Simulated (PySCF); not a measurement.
# Two runs on BNH6

System: BNH6 (B(NH3)H3).
Method of the first run: GIAO KT2/pcSseg-1 NMR shielding, non-relativistic, gas phase (PySCF 2.14.0).

The geometry comes from this level: PBE0-D3(BJ)/def2-SVP. Text and figures count atoms from 1; the logs count them from 0 in places.

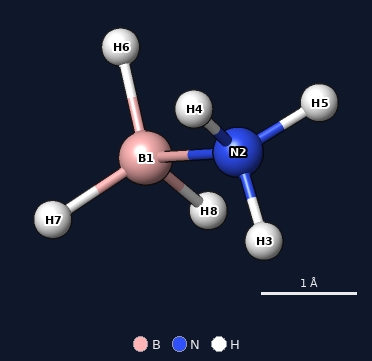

Figure 1. The input geometry (ball-and-stick view, seen at a tilt; atoms are numbered from 1 in the order of the input). Bond lengths as drawn: B–H 1.22 Å, B–N 1.64 Å and H–N 1.02 Å.

**The input, the first run**
```
{"job": {"kind": "nmr", "xc": "KT2", "basis": "pcSseg-1", "pop": false}, "charge": 0, "multiplicity": 1}
B     -0.002154     0.003117    -0.833839
N      0.002046    -0.003012     0.801212
H     -0.947629     0.032651     1.173127
H      0.510373     0.800433     1.172037
H      0.446280    -0.846180     1.166103
H      1.177097    -0.035195    -1.162386
H     -0.558765     1.045955    -1.154411
H     -0.627238    -0.997769    -1.161833
```

The first line tells a small driver script what to run in PySCF; the rest is the geometry in Å.

Hardware: 1 CPU thread, shared host.

**Output (the first run)**
```
coarse grid: 5872 points
cycle   1  E = -84.5096138138  dE = -8.170e-02  |g| = 4.046e-01  |ddm| = 2.100e+00
cycle   2  E = -84.4916666505  dE =  1.795e-02  |g| = 4.891e-01  |ddm| = 9.678e-01
cycle   3  E = -84.5681594037  dE = -7.649e-02  |g| = 6.469e-02  |ddm| = 5.469e-01
cycle   4  E = -84.5691267362  dE = -9.673e-04  |g| = 2.414e-02  |ddm| = 6.546e-02
cycle   5  E = -84.5692621421  dE = -1.354e-04  |g| = 2.690e-03  |ddm| = 1.899e-02
cycle   6  E = -84.5692644960  dE = -2.354e-06  |g| = 2.973e-04  |ddm| = 3.209e-03
final grid: 54432 points
cycle   7  E = -84.5542470471  dE = -8.608e-05  |g| = 6.723e-03  |ddm| = 2.249e-02
cycle   8  E = -84.5542327569  dE =  1.429e-05  |g| = 1.042e-02  |ddm| = 1.158e-02
cycle   9  E = -84.5542569369  dE = -2.418e-05  |g| = 6.472e-04  |ddm| = 7.035e-03
cycle  10  E = -84.5542570397  dE = -1.028e-07  |g| = 1.982e-04  |ddm| = 6.676e-04
cycle  11  E = -84.5542570524  dE = -1.269e-08  |g| = 2.645e-05  |ddm| = 2.042e-04
cycle  12  E = -84.5542570526  dE = -1.704e-10  |g| = 1.706e-06  |ddm| = 2.458e-05
converged SCF energy = -84.5542570526

GIAO shielding tensors (ppm)
atom      isotropic    diamagn.    paramagn.     s11        s22        s33       span
  0 B      122.828     191.525     -68.697    109.361    109.376    149.748     40.387
  1 N      221.567     313.737     -92.170    214.368    225.165    225.167     10.800
  2 H       28.704      29.640      -0.936     22.735     25.464     37.913     15.178
  3 H       28.704      29.641      -0.937     22.734     25.466     37.912     15.178
  4 H       28.704      29.641      -0.937     22.735     25.466     37.912     15.177
  5 H       28.835      29.739      -0.905     26.495     27.490     32.519      6.024
  6 H       28.834      29.738      -0.904     26.496     27.491     32.516      6.020
  7 H       28.834      29.739      -0.904     26.496     27.491     32.516      6.020
```

The input of the second run differs as follows (lines with − go, lines with + come):
```diff
-"xc": "KT2"
+"xc": "PBE0"
-"pop": false
```

What does this change do to the results?

The total energies belong to different methods, so their difference says nothing on which is more stable or more accurate. The HOMO goes from −6.41 to −7.72 eV. The LUMO goes from −0.72 to 0.20 eV. The dipole moment goes from 5.57 to 5.72 D. Of all shieldings, the largest change is that of N2, by +3.8 ppm. The functional changes from KT2 to PBE0. Exact exchange removes part of the self-interaction error of semilocal functionals, which pushes filled and empty levels apart. The number of SCF iterations is the same.

**Output (the second run)**
```
coarse grid: 5872 points
cycle   1  E = -83.0432404041  dE = -8.790e-02  |g| = 3.322e-01  |ddm| = 2.058e+00
cycle   2  E = -83.0611749393  dE = -1.793e-02  |g| = 2.622e-01  |ddm| = 6.554e-01
cycle   3  E = -83.0836105977  dE = -2.244e-02  |g| = 2.970e-02  |ddm| = 2.765e-01
cycle   4  E = -83.0838039212  dE = -1.933e-04  |g| = 1.575e-02  |ddm| = 3.144e-02
cycle   5  E = -83.0838535197  dE = -4.960e-05  |g| = 1.840e-03  |ddm| = 8.606e-03
cycle   6  E = -83.0838542530  dE = -7.333e-07  |g| = 1.200e-04  |ddm| = 1.449e-03
final grid: 54432 points
cycle   7  E = -83.0909408269  dE = -1.934e-05  |g| = 5.970e-03  |ddm| = 1.384e-02
cycle   8  E = -83.0909372297  dE =  3.597e-06  |g| = 7.451e-03  |ddm| = 8.854e-03
cycle   9  E = -83.0909491444  dE = -1.191e-05  |g| = 4.390e-04  |ddm| = 4.505e-03
cycle  10  E = -83.0909491987  dE = -5.436e-08  |g| = 7.439e-05  |ddm| = 3.950e-04
cycle  11  E = -83.0909492002  dE = -1.436e-09  |g| = 8.205e-06  |ddm| = 6.303e-05
cycle  12  E = -83.0909492002  dE = -1.481e-11  |g| = 7.114e-07  |ddm| = 7.470e-06
converged SCF energy = -83.0909492002

GIAO shielding tensors (ppm)
atom      isotropic    diamagn.    paramagn.     s11        s22        s33       span
  0 B      124.933     189.007     -64.074    112.515    112.530    149.755     37.240
  1 N      225.404     314.332     -88.928    216.436    229.887    229.889     13.453
  2 H       28.823      29.571      -0.748     22.722     25.289     38.459     15.737
  3 H       28.823      29.572      -0.749     22.721     25.290     38.458     15.737
  4 H       28.823      29.572      -0.749     22.721     25.290     38.458     15.736
  5 H       29.046      29.503      -0.457     26.537     27.822     32.777      6.240
  6 H       29.045      29.502      -0.457     26.538     27.823     32.774      6.236
  7 H       29.045      29.502      -0.457     26.538     27.823     32.774      6.237
```

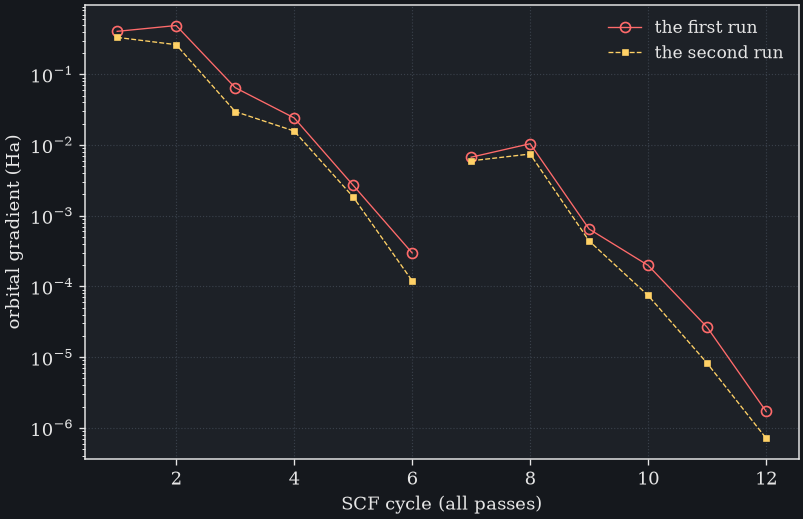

Figure 2. Convergence of the two runs: orbital gradient against the SCF cycle. A break in a curve parts two SCF passes (coarse and final grid). The first run takes 12 cycles in all, and the second run takes 12.

**The two runs side by side**

| quantity | the first run | the second run |
| --- | --- | --- |
| outcome | converged | converged |
| total energy (hartree) | −84.554257 | −83.090949 |
| HOMO (eV) | −6.41 | −7.72 |
| LUMO (eV) | −0.72 | 0.20 |
| dipole moment (D) | 5.57 | 5.72 |
| shielding of B1 (ppm) | 122.8 | 124.9 |
| shielding of N2 (ppm) | 221.6 | 225.4 |
| shielding of H3 (ppm) | 28.7 | 28.8 |
| shielding of H4 (ppm) | 28.7 | 28.8 |
| shielding of H6 (ppm) | 28.8 | 29.0 |
| shielding of H7 (ppm) | 28.8 | 29.0 |
| shielding of H8 (ppm) | 28.8 | 29.0 |
| SCF iterations | 12 | 12 |
| basis functions | 64 | 64 |
| wall time (shared host) | 3.6 s | 3.8 s |
